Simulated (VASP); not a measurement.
# A VASP study of SnSe2 (LDA): structure first, properties next, part 3 of 5

What structure does SnSe2 take at this level, and what are its properties? The start cell is built, not measured: it takes the structure of COD entry 9009120, SnS2 (space group 164 there), with some of its atoms replaced by other elements, volume scaled by an estimate.

VASP 6.6.1; LDA; plane waves and PAW (Sn_d, Se).

So far, gap on the k-mesh (eV): step 2 (rough relaxation of the start cell) 0.404; step 3 (relaxing cell and atoms (LDA)) 0.361; step 4 (second relaxation) 0.361. The relaxed cell has a = 3.806, c = 5.868 Å (conventional setting).

**5. Density, ELF and potential (LDA)**

The relaxed cell gets a fresh self-consistent run, on a basis set for its own volume, to fix the density and to check the remaining stress.

INCAR

```
SYSTEM = SnSe2
PREC = Accurate
ENCUT = 400
EDIFF = 1E-06
NELM = 100
ISMEAR = -1
SIGMA = 0.05
LREAL = .FALSE.
ALGO = Normal
GGA = CA
NBANDS = 19
LORBIT = 11
LWAVE = .FALSE.
LCHARG = .TRUE.
ISIF = 2
LELF = .TRUE.
LVHAR = .TRUE.
```

POSCAR

```
SnSe2
1.0
    3.8057682121      0.0000000000      0.0000000000
   -1.9028841061      3.2958923627      0.0000000000
    0.0000000000      0.0000000000      5.8675203472
Sn Se
1 2
Direct
    0.0000000000      0.0000000000      0.0000000000
    0.3333333300      0.6666666700      0.2688697935
    0.6666666700      0.3333333300      0.7311302065
```

KPOINTS

```
Automatic mesh
0
Gamma
7 7 4
0 0 0
```

PAW data sets: Sn_d and Se (LDA family, release 64).

Started as:

```sh
> mpirun -np 1 vasp_std
```

Output:

```text
[... set-up lines as in an earlier step ...]
 entering main loop
       N       E                     dE             d eps       ncg     rms          rms(c)
DAV:   1     0.179379304775E+03    0.17938E+03   -0.10686E+04  1100   0.131E+03
DAV:   2     0.591224822948E+01   -0.17347E+03   -0.16826E+03  1133   0.345E+02
DAV:   3    -0.134721376055E+02   -0.19384E+02   -0.18968E+02  1294   0.109E+02
DAV:   4    -0.140607816868E+02   -0.58864E+00   -0.58774E+00  1237   0.202E+01
DAV:   5    -0.140751352436E+02   -0.14354E-01   -0.14353E-01  1449   0.326E+00    0.529E+00
DAV:   6    -0.138229273257E+02    0.25221E+00   -0.49337E-01  1577   0.748E+00    0.337E+00
DAV:   7    -0.137924716606E+02    0.30456E-01   -0.13778E-01  1200   0.230E+00    0.973E-01
DAV:   8    -0.137893453799E+02    0.31263E-02   -0.96526E-03  1346   0.957E-01    0.265E-01
DAV:   9    -0.137891130874E+02    0.23229E-03   -0.11163E-03  1185   0.236E-01    0.789E-02
DAV:  10    -0.137891117839E+02    0.13034E-05   -0.89846E-05  1212   0.622E-02    0.285E-02
DAV:  11    -0.137891135119E+02   -0.17280E-05   -0.10277E-05  1143   0.193E-02    0.457E-03
DAV:  12    -0.137891132527E+02    0.25916E-06   -0.82163E-07   664   0.644E-03
   1 F= -.13789113E+02 E0= -.13788705E+02  d E =-.815781E-03
```

Elapsed: 20 s, on 1 MPI rank of Intel Xeon Platinum 8375C at 2.90GHz (Ice Lake), shared host; peak memory 0.16 GiB.

Parts of OUTCAR (step 5):

```text
   NELECT =      26.0000    total number of electrons

 E-fermi :   5.0617

 k-point     1 :       0.0000    0.0000    0.0000
  band No.  band energies     occupation
    ...
      9       4.0549      2.00000
     10       4.0549      2.00000
     11       4.2081      2.00000
     12       4.2081      2.00000
     13       4.8050      1.98827
     14       5.4497      0.00085
     15       7.6055      0.00000
     16       9.2688      0.00000
     17       9.2688      0.00000
     18      12.9517      0.00000
    ...

  Total        0.0061602      0.0061602      0.0058345     -0.0000000     -0.0000000     -0.0000000
  in kB        0.1341019      0.1341019      0.1270112     -0.0000000     -0.0000000     -0.0000000
  external PRESSURE =       0.1317383 kB  Pullay stress =       0.0000000 kB

 POSITION                                       TOTAL-FORCE (eV/Angst)
 -----------------------------------------------------------------------------------
      0.00000      0.00000      0.00000         0.000000      0.000000      0.000000
     -0.00000      2.19726      1.57760        -0.000000     -0.000000     -0.005070
      1.90288      1.09863      4.28992         0.000000      0.000000      0.005070
 -----------------------------------------------------------------------------------
    total drift:                               -0.000000     -0.000000      0.000000

  FREE ENERGIE OF THE ION-ELECTRON SYSTEM (eV)
  ---------------------------------------------------
  free  energy   TOTEN  =       -13.7891132527 eV

  energy  without entropy=      -13.7882974715  energy(sigma->0) =      -13.78870536

[... 5 parts as in an earlier step ...]

[... 12 further parts left out ...]
```

This step gave:

```yaml
scf_cycles: 12
pressure: 0.01317 GPa
```

Valence electrons inside each PAW sphere by angular momentum. Sphere charges, by row:

```csv
atom,s (e),p (e),d (e),tot (e)
Sn1,1.084,1.054,10.1,12.24
Se2,1.493,2.298,0.03,3.821
Se3,1.493,2.298,0.03,3.821
```

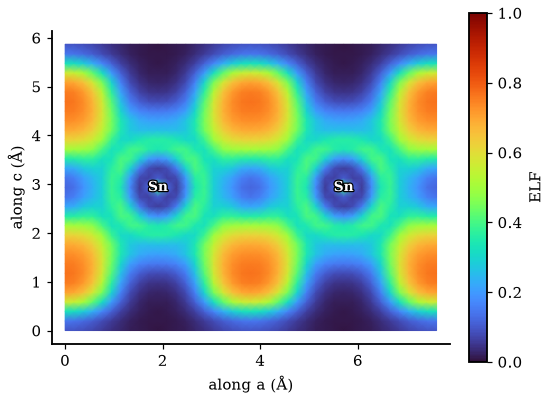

ELF in the ac plane at fractional y = 0.000, with atoms of Sn within 0.2 Å of it. It is the smooth field of the valence electrons, not physical close to the nuclei. The map starts off the cell's origin, so that atoms lie inside it.

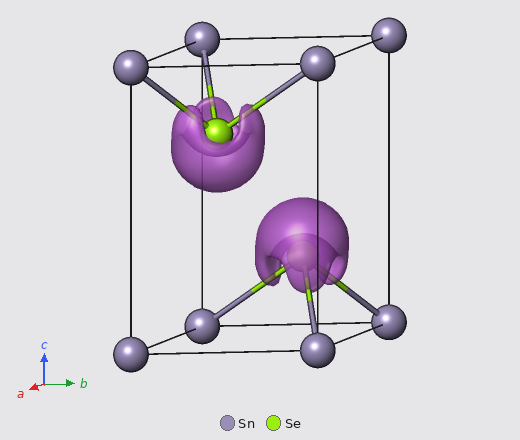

Surface of ELF = 0.84. Bonds to atoms that aren't drawn are left out.

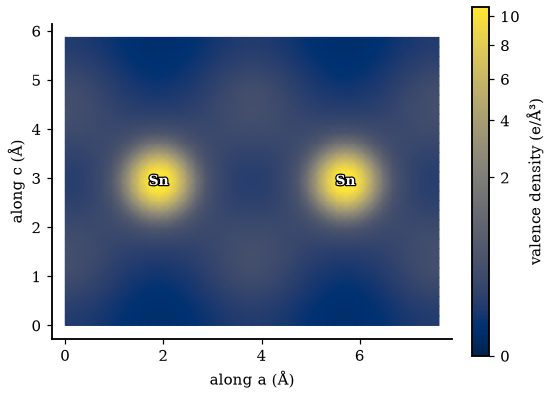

Valence density in the ac plane at fractional y = 0.000, with atoms of Sn within 0.2 Å of it. It is the smooth field of the valence electrons, not physical close to the nuclei. The map starts off the cell's origin, so that atoms lie inside it. The colour scale is stretched toward low values.

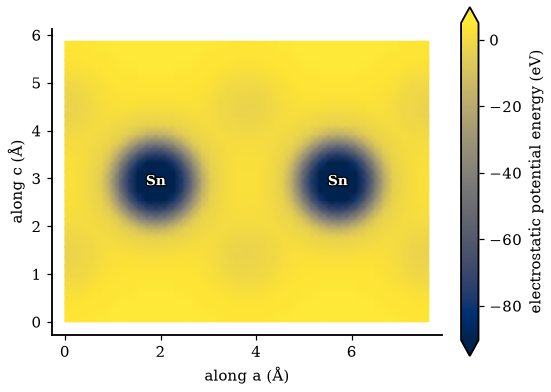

Electrostatic potential energy in the ac plane at fractional y = 0.000, with atoms of Sn within 0.2 Å of it. With pseudopotentials it is smooth inside the atoms' cores, unlike the true potential. The map starts off the cell's origin, so that atoms lie inside it.

In this run the pressure is 0.01 GPa, small enough to go on.

**6. Bands along the symmetry lines (LDA)**

Levels along the symmetry lines show where the bands peak and cross; KPOINTS_OPT computes them in the converged potential.

INCAR

```
SYSTEM = SnSe2
PREC = Accurate
ENCUT = 400
EDIFF = 1E-06
NELM = 100
ISMEAR = -1
SIGMA = 0.05
LREAL = .FALSE.
ALGO = Normal
GGA = CA
NBANDS = 26
LORBIT = 11
LWAVE = .FALSE.
LCHARG = .FALSE.
```

POSCAR is that of step 5.

KPOINTS is that of step 5.

KPOINTS_OPT

```
Line mode
16
Line-mode
Reciprocal
  0.00000000   0.00000000   0.00000000 GAMMA
  0.50000000   0.00000000   0.00000000 M

  0.50000000   0.00000000   0.00000000 M
  0.33333333   0.33333333   0.00000000 K

  0.33333333   0.33333333   0.00000000 K
  0.00000000   0.00000000   0.00000000 GAMMA

  0.00000000   0.00000000   0.00000000 GAMMA
  0.00000000   0.00000000   0.50000000 A

  0.00000000   0.00000000   0.50000000 A
  0.50000000   0.00000000   0.50000000 L

  0.50000000   0.00000000   0.50000000 L
  0.33333333   0.33333333   0.50000000 H

  0.33333333   0.33333333   0.50000000 H
  0.00000000   0.00000000   0.50000000 A

  0.50000000   0.00000000   0.50000000 L
  0.50000000   0.00000000   0.00000000 M

  0.33333333   0.33333333   0.00000000 K
  0.33333333   0.33333333   0.50000000 H
```

Started as:

```sh
> mpirun -np 1 vasp_std
```

Output:

```text
[... set-up lines as in an earlier step ...]
 entering main loop
       N       E                     dE             d eps       ncg     rms          rms(c)
DAV:   1     0.188744681592E+03    0.18874E+03   -0.98566E+03  1578   0.971E+02
DAV:   2     0.946211930112E+01   -0.17928E+03   -0.16852E+03  1546   0.313E+02
DAV:   3    -0.133211806150E+02   -0.22783E+02   -0.22434E+02  1788   0.899E+01
DAV:   4    -0.140586425605E+02   -0.73746E+00   -0.73664E+00  1732   0.175E+01
DAV:   5    -0.140748932818E+02   -0.16251E-01   -0.16249E-01  1996   0.269E+00    0.530E+00
DAV:   6    -0.138231882321E+02    0.25171E+00   -0.39244E-01  2102   0.543E+00    0.333E+00
DAV:   7    -0.137924264838E+02    0.30762E-01   -0.11004E-01  1828   0.168E+00    0.991E-01
DAV:   8    -0.137893379472E+02    0.30885E-02   -0.85492E-03  1966   0.710E-01    0.257E-01
DAV:   9    -0.137891157362E+02    0.22221E-03   -0.96555E-04  1714   0.179E-01    0.785E-02
DAV:  10    -0.137891117167E+02    0.40195E-05   -0.84989E-05  1736   0.464E-02    0.258E-02
DAV:  11    -0.137891133981E+02   -0.16814E-05   -0.62491E-06  1710   0.159E-02    0.367E-03
DAV:  12    -0.137891132692E+02    0.12882E-06   -0.56609E-07   940   0.446E-03
   1 F= -.13789113E+02 E0= -.13788705E+02  d E =-.815793E-03
 Start KPOINTS_OPT (optional k-point list driver)
k-point batch [1-28\144]
       N       E                     dE             ncg
DAV:   1     0.771864102250E+03   -0.13851E+05     1558
DAV:   2    -0.422815266452E+04   -0.50000E+04     1520
DAV:   3    -0.485180461469E+04   -0.62365E+03     1754
DAV:   4    -0.487186313208E+04   -0.20059E+02     1806
DAV:   5    -0.487230645287E+04   -0.44332E+00     1940
DAV:   6    -0.487231810288E+04   -0.11650E-01     1878
DAV:   7    -0.487231866789E+04   -0.56501E-03     2190
DAV:   8    -0.487231867307E+04   -0.51782E-05     1472
DAV:   9    -0.487231867325E+04   -0.18440E-06     1336
[...]
k-point batch [141-144\144]
       N       E                     dE             ncg
DAV:   1     0.191584671696E+05   -0.31607E+04      208
DAV:   2     0.184416954070E+05   -0.71677E+03      224
DAV:   3     0.183562601973E+05   -0.85435E+02      256
DAV:   4     0.183537583191E+05   -0.25019E+01      248
DAV:   5     0.183537024357E+05   -0.55883E-01      288
DAV:   6     0.183537005604E+05   -0.18753E-02      278
DAV:   7     0.183537005079E+05   -0.52431E-04      296
DAV:   8     0.183537005072E+05   -0.78911E-06      220
```

The job ended after 1.9 min (1 MPI rank; peak memory 0.18 GiB).

From OUTCAR (step 6):

```text
   k-points           NKPTS =     28   k-points in BZ     NKDIM =     28   number of bands    NBANDS=     26

   NELECT =      26.0000    total number of electrons

 E-fermi :   5.0617

 k-point     2 :       0.1429    0.0000    0.0000
  band No.  band energies     occupation
    ...
      9       2.2168      2.00000
     10       3.2370      2.00000
     11       3.2903      2.00000
     12       4.5876      1.99985
     13       4.8797      1.94882
     14       6.7466      0.00000
     15       8.2660      0.00000
     16       9.0246      0.00000
     17       9.5275      0.00000
     18      11.9510      0.00000
    ...

  Total        0.0048816      0.0048816      0.0041713     -0.0000000      0.0000000     -0.0000000
  in kB        0.1062691      0.1062691      0.0908062     -0.0000000      0.0000000     -0.0000000
  external PRESSURE =       0.1011148 kB  Pullay stress =       0.0000000 kB

 POSITION                                       TOTAL-FORCE (eV/Angst)
 -----------------------------------------------------------------------------------
      0.00000      0.00000      0.00000        -0.000000      0.000000      0.000000
     -0.00000      2.19726      1.57760         0.000000      0.000000     -0.004798
      1.90288      1.09863      4.28992         0.000000     -0.000000      0.004798
 -----------------------------------------------------------------------------------
    total drift:                               -0.000000     -0.000000      0.000000

  FREE ENERGIE OF THE ION-ELECTRON SYSTEM (eV)
  ---------------------------------------------------
  free  energy   TOTEN  =       -13.7891132692 eV

  energy  without entropy=      -13.7882974763  energy(sigma->0) =      -13.78870537

[... 11 parts as in an earlier step ...]

[... 5 further parts left out ...]
```

Spin-orbit coupling is off here; with elements this heavy it splits and shifts levels by tenths of an eV or more.

This step gave:

```yaml
bands: 26
pressure: 0.01011 GPa
least_gap_on_mesh_and_path: 0.2470 eV
least_direct_gap_on_mesh_and_path: 0.6447 eV
valence_top_at_k: 0.06667, 0.06667, 0
conduction_bottom_at_k: 0.5, 0, 0.3333
```

The electronic bands at the labelled points (eV, zero at the valence-band top; v1 is the highest filled band, c1 the lowest empty one):

```csv
point,v4,v3,v2,v1,c1,c2,c3,c4
Γ,-0.90,-0.74,-0.74,-0.15,0.50,2.66,4.32,4.32
M,-3.59,-2.96,-2.02,-0.48,1.01,3.24,4.65,4.65
K,-3.83,-3.55,-2.31,-2.31,0.45,6.21,6.21,6.82
Γ,-0.90,-0.74,-0.74,-0.15,0.50,2.66,4.32,4.32
A,-1.10,-1.10,-0.42,-0.42,2.35,2.51,3.85,3.85
L,-2.61,-2.22,-1.35,-1.24,0.50,3.63,4.30,5.56
H,-4.72,-4.24,-0.47,-0.47,2.18,3.95,3.95,5.44
A,-1.10,-1.10,-0.42,-0.42,2.35,2.51,3.85,3.85
jump to L,-2.61,-2.22,-1.35,-1.24,0.50,3.63,4.30,5.56
M,-3.59,-2.96,-2.02,-0.48,1.01,3.24,4.65,4.65
jump to K,-3.83,-3.55,-2.31,-2.31,0.45,6.21,6.21,6.82
H,-4.72,-4.24,-0.47,-0.47,2.18,3.95,3.95,5.44
```

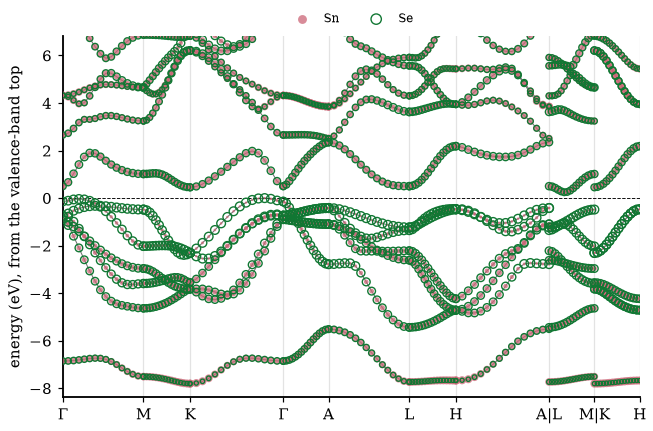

Electronic bands along the path; dots are coloured as in the legend, and their area grows with the weight.

The path lowers the gap by 0.11 eV against the mesh alone, so a band edge lies off the mesh.

**7. Density of states (LDA)**

Here the states are counted by energy and projected on the atoms. The mesh is finer than in the run before.

INCAR: that of step 6 with these lines changed.

```diff
@@ -5,3 +5,3 @@
 NELM = 100
-ISMEAR = -1
+ISMEAR = -5
 SIGMA = 0.05
@@ -14 +14,2 @@
 LCHARG = .FALSE.
+NEDOS = 2001
```

POSCAR is that of step 6.

KPOINTS

```
Automatic mesh
0
Gamma
10 10 6
0 0 0
```

Started as:

```sh
> mpirun -np 1 vasp_std
```

Output:

```text
[... set-up lines as in an earlier step ...]
 entering main loop
       N       E                     dE             d eps       ncg     rms          rms(c)
DAV:   1     0.187577195341E+03    0.18758E+03   -0.98118E+03  3948   0.966E+02
DAV:   2     0.875546415687E+01   -0.17882E+03   -0.16811E+03  4010   0.302E+02
DAV:   3    -0.133621903341E+02   -0.22118E+02   -0.21816E+02  4588   0.895E+01
DAV:   4    -0.140625766057E+02   -0.70039E+00   -0.69951E+00  4588   0.171E+01
DAV:   5    -0.140783469705E+02   -0.15770E-01   -0.15769E-01  4956   0.261E+00    0.531E+00
DAV:   6    -0.138277755148E+02    0.25057E+00   -0.38934E-01  5444   0.540E+00    0.334E+00
DAV:   7    -0.137970159892E+02    0.30760E-01   -0.11030E-01  4620   0.168E+00    0.987E-01
DAV:   8    -0.137939500560E+02    0.30659E-02   -0.85532E-03  5028   0.706E-01    0.258E-01
DAV:   9    -0.137937263618E+02    0.22369E-03   -0.95746E-04  4390   0.178E-01    0.786E-02
DAV:  10    -0.137937227194E+02    0.36424E-05   -0.84485E-05  4594   0.462E-02    0.258E-02
DAV:  11    -0.137937243828E+02   -0.16633E-05   -0.62729E-06  4388   0.158E-02    0.369E-03
DAV:  12    -0.137937242477E+02    0.13506E-06   -0.56502E-07  2396   0.447E-03
   1 F= -.13793724E+02 E0= -.13793724E+02  d E =0.000000E+00
```

Wall time 60 s (1 MPI rank); peak memory 0.21 GiB.

OUTCAR, selected parts (step 7):

```text
   k-points           NKPTS =     72   k-points in BZ     NKDIM =     72   number of bands    NBANDS=     26

   NELECT =      26.0000    total number of electrons

 E-fermi :   4.9204

 k-point     1 :       0.0000    0.0000    0.0000
  band No.  band energies     occupation
    ...
      9       4.0536      2.00000
     10       4.0536      2.00000
     11       4.2066      2.00000
     12       4.2066      2.00000
     13       4.8049      2.00000
     14       5.4499      0.00000
     15       7.6058      0.00000
     16       9.2684      0.00000
     17       9.2684      0.00000
     18      12.9518      0.00000
    ...

  Total       -0.0113691     -0.0113691      0.0303483      0.0000000      0.0000000     -0.0000000
  in kB       -0.2474961     -0.2474961      0.6606545      0.0000000      0.0000000     -0.0000000
  external PRESSURE =       0.0552208 kB  Pullay stress =       0.0000000 kB

 POSITION                                       TOTAL-FORCE (eV/Angst)
 -----------------------------------------------------------------------------------
      0.00000      0.00000      0.00000        -0.000000      0.000000      0.000000
     -0.00000      2.19726      1.57760        -0.000000     -0.000000     -0.004141
      1.90288      1.09863      4.28992         0.000000      0.000000      0.004141
 -----------------------------------------------------------------------------------
    total drift:                               -0.000000     -0.000000      0.000000

  FREE ENERGIE OF THE ION-ELECTRON SYSTEM (eV)
  ---------------------------------------------------
  free  energy   TOTEN  =       -13.7937242477 eV

  energy  without entropy=      -13.7937242477  energy(sigma->0) =      -13.79372425

[... 6 parts as in an earlier step ...]

[... 10 further parts left out ...]
```

Numbers from this step:

```
irreducible k-points           : 72
Fermi energy                   : 4.920 eV
pressure                       : 0.005522 GPa
valence top at k               : 0.1, 0, 0
conduction bottom at k         : 0, 0.4, 0.3333
gap on the k-mesh              : 0.1811 eV
least direct gap on the k-mesh : 0.6450 eV
```

The density of states has structure finer than the step of the table below, so its rows give means over 1 eV, whole bins alone (the curve runs from -12.0 to 8.17 eV). Peaks (eV: height): total -7.6: 3.17, -0.6: 3.95, 4.1: 3.34, 4.8: 4.40; Se p -2.7: 0.982, -0.6: 2.20, 1.1: 0.729, 4.8: 0.642; Sn p -2.7: 0.356, 4.1: 0.916, 4.8: 1.34; Sn s -7.6: 1.63, -6.7: 0.639, 1.1: 0.427; Se s -7.5: 0.157, -6.7: 0.251, 4.1: 0.161, 4.8: 0.082.

States under -12.0 eV and over 8.2 eV are left out. Density of states against energy, zero at the valence-band top; means over each step; values in states/eV/cell:

```csv
energy (eV),total,Se p,Sn p,Sn s,Se s,Se d
-9,0,0,0,0,0,0
-8,0.483,0.0627,3.1e-4,0.242,0.0186,0.00380
-7,1.24,0.162,0.00194,0.543,0.140,0.00720
-6,0.297,0.0395,3.7e-4,0.109,0.0624,6.1e-4
-5,0.833,0.257,0.130,0.00111,0.0140,0.00286
-4,1.56,0.521,0.233,0.00859,0.0264,0.00791
-3,2.25,0.846,0.320,0.0153,0.0347,0.0124
-2,1.88,0.826,0.177,0.0139,0.0242,0.0104
-1,2.95,1.55,0.101,0.0170,0.0241,0.0118
0,0.552,0.312,0.00896,0.00719,0.00427,0.00196
1,1.19,0.429,0.0244,0.260,0.0136,0.0203
2,0.774,0.305,0.0217,0.171,0.0129,0.0104
3,0.180,0.0191,0.0488,0.00120,0.0160,0.00671
4,1.91,0.280,0.499,0.0101,0.105,0.0925
5,2.78,0.472,0.790,0.00668,0.0527,0.169
6,2.40,0.454,0.402,0.00997,0.0161,0.176
7,0.950,0.126,0.0822,0.00376,0.00373,0.0898
```

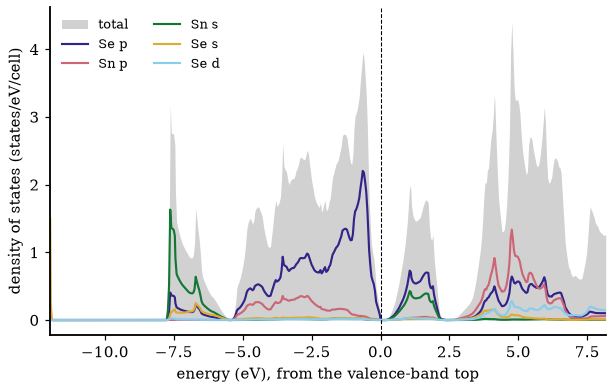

Density of states against energy.

The gap on this mesh is 0.18 eV. In the top eV of the valence band the largest shares in the PAW spheres are Se p 56 %; in the lowest eV of the conduction band, Se p 35 % and Sn s 22 %. The rest lies in smaller channels or between the spheres.

(Part 3 of 5 ends here.)

[Lines on the potential files, build, host, timing and source positions are cut from VASP's logs without a mark.]

[Logs are printed without paths, hosts, clocks, repeated set-up lines and the standing remarks that a program may print on its own settings, such as how far it seeks lower states.]

[Hosts, paths, dates, database ids (printed as entryN), source tags and the programs' standing remarks are cut or masked in the printed files.]

[A measured line is paired with the nearest computed mode of its activity, which favours agreement.]

[In band tables of VASP the shares of atoms and orbitals are scaled to a sum of 1 inside the atoms' spheres.]
